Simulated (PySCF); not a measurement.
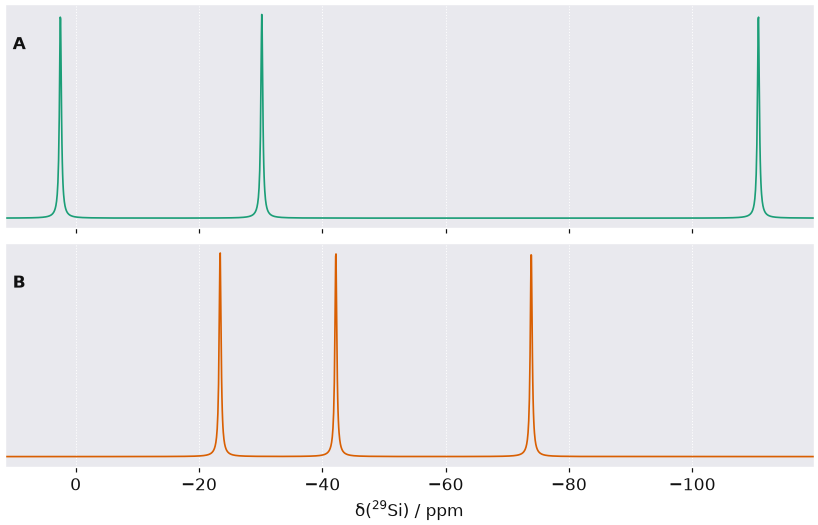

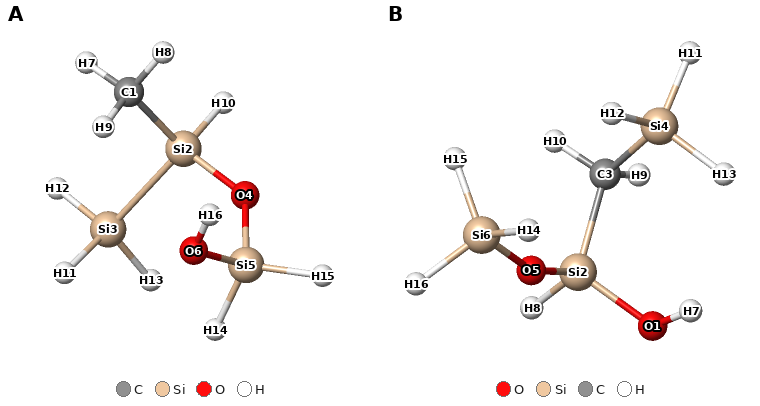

Related molecules: A is CH₁₀O₂Si₃, SMILES C[Si@H]([SiH3])O[SiH2]O; B is CH₁₀O₂Si₃, SMILES O[Si@H](C[SiH3])O[SiH3]. GIAO ²⁹Si shifts against TMS, PBE0/pcSseg-1 with PySCF, at a PBE0-D3(BJ)/def2-SVP geometry (no frequency check); fully decoupled, line heights follow the number of nuclei within a panel, widths are arbitrary (no quadrupolar broadening); values of one conformer, averaged over methyl-type rotors and exact or near symmetry; other conformers aren't averaged in.

Assign the ²⁹Si signals of each molecule.

Answer. A: 2.5 (Si2); −30.2 (Si5); −110.7 (Si3)
B: −23.4 (Si2); −42.2 (Si6); −73.9 (Si4)
